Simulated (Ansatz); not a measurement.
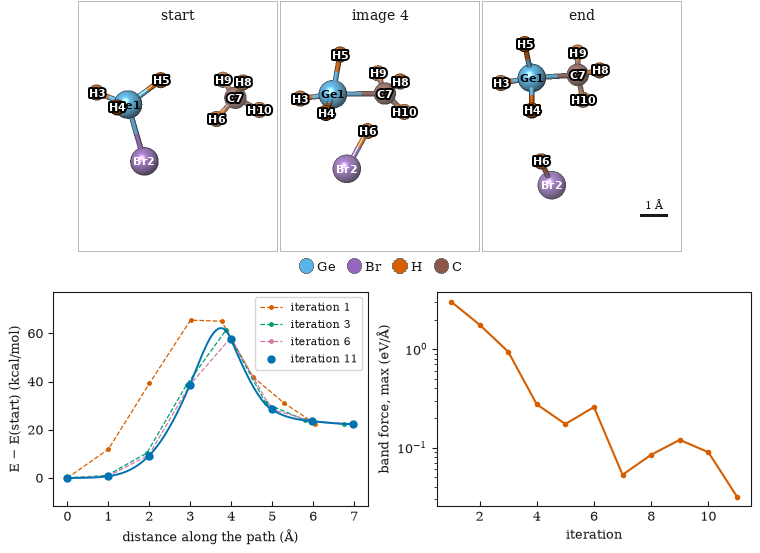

NEB run on CH₇BrGe, made up of GeH₃Br and CH$_{4}$. Images are numbered from 0 (start) to 7 (end). The plot follows the band through its iterations. The picture is a ball-and-stick view, seen at a tilt.

Level of theory: RKS PBE0/def2-SVP (Ansatz 0.2.0). Set-up: 6 movable images; no climbing image; force threshold 0.05 eV/Å; iteration limit 60; starting path through a guess of the saddle point.

How did the profile develop, and is the result final?

Answer. The run is converged, with reservations. The band converged in 11 iterations. The largest component of the band force went from 3 to 0.032 eV/Å. No image climbed, so the highest image needn't lie on the saddle point, and the true maximum along this path can be higher. The first iteration put the highest image at 65.5 kcal/mol. Forward barrier 57.7 kcal/mol, backward barrier 35.3 kcal/mol, with image 4 at the top; the reaction energy is +22.3 kcal/mol.

Limits of the set-up: the start holds two separate molecules, 3.0 Å apart at their closest, whose relative position is a soft coordinate and is computed without a dispersion correction.
